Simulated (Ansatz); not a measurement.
## Energy against volume for CdS (zinc blende)

CdS (zinc blende)

```xyz
2
Lattice="0.0000 2.9635 2.9635 2.9635 0.0000 2.9635 2.9635 2.9635 0.0000" Properties=species:S:1:pos:R:3 pbc="T T T"
S      4.4453     4.4453     4.4453
Cd     0.0000     0.0000     0.0000
```

The volume is varied about the relaxed value V₀ at fixed cell shape. Symmetry pins the atoms to their sites.

Computed with PBE (plane waves to 420 eV, PAW, scalar-relativistic; Ansatz, a first-principles code). k mesh 10×10×10 (Γ-centred), Fermi-Dirac smearing 0.05 eV. Energies are smeared free energies. Compression counts positive. CdS was relaxed with its symmetry unable to fall. The PAW data are Ansatz's earlier set. ΔE is measured from the relaxed starting cell.

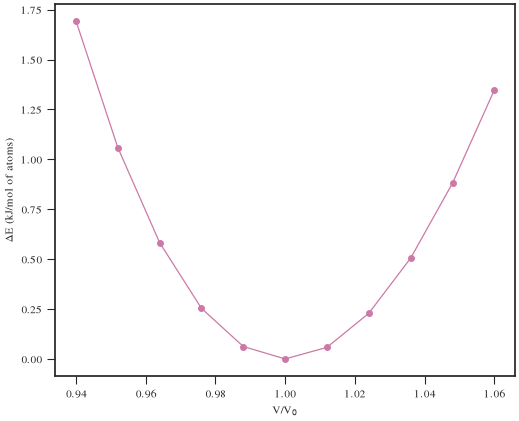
Fig. 1. ΔE (kJ/mol of atoms) against V/V₀; markers are the computed points, lines only join them.

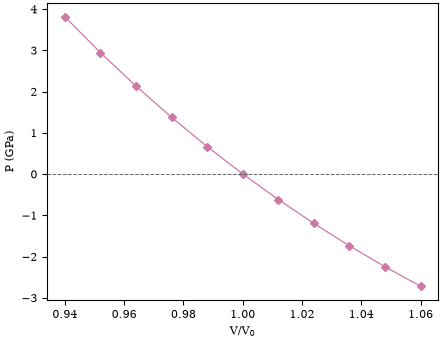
Figure. P (GPa) against V/V₀; markers are the computed points, lines only join them.

The pressure at the smallest volume is 3.81 GPa and the pressure derivative B₀′ (fit) comes out as 4.6. The bulk modulus B₀ (third-order Birch-Murnaghan fit) comes out as 53.4 GPa and the energy cost of the largest expansion comes out as 14.0 meV/atom. The equilibrium volume of the fit is 26.03 Å³/atom.

(A scan under strain: stresses follow from slopes of the energy per volume, elastic moduli from its curvatures.)
